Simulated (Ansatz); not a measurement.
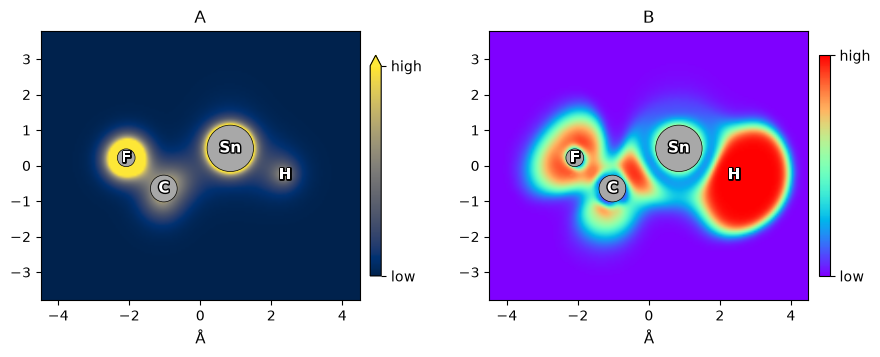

CH₃F₃Sn (SMILES F[CH2][SnH]([F])[F]): 2 fields on the plane of atoms C1, Sn5 and H8, with unlabelled colour scales. Grey discs cover the atomic cores.

Geometry: B3LYP-D3(BJ)/def2-SVP; core potentials replace the inner electrons of Sn.

Computed with isolated molecule in a Gaussian basis; Kohn-Sham density functional theory, functional PBE0 in Ansatz 0.2.0.

Question: Which field does each panel show? The fields are: electron density and electron localisation function.

Answer: Panel A: electron density. Panel B: electron localisation function. From the grid: C–F (1.37 Å): ρ is about 2.2 e/Å³ halfway, with its minimum of 1.7 e/Å³ about 0.5 Å from C; the ELF peaks at about 0.85 between the atoms, as expected for a shared but strongly polarised pair. C–Sn (2.19 Å): ρ is about 0.7 e/Å³ halfway; the ELF peaks at about 0.95 in the valence shell of C, 0.7 Å from its nucleus, and drops to about 0.20 between the two atoms.
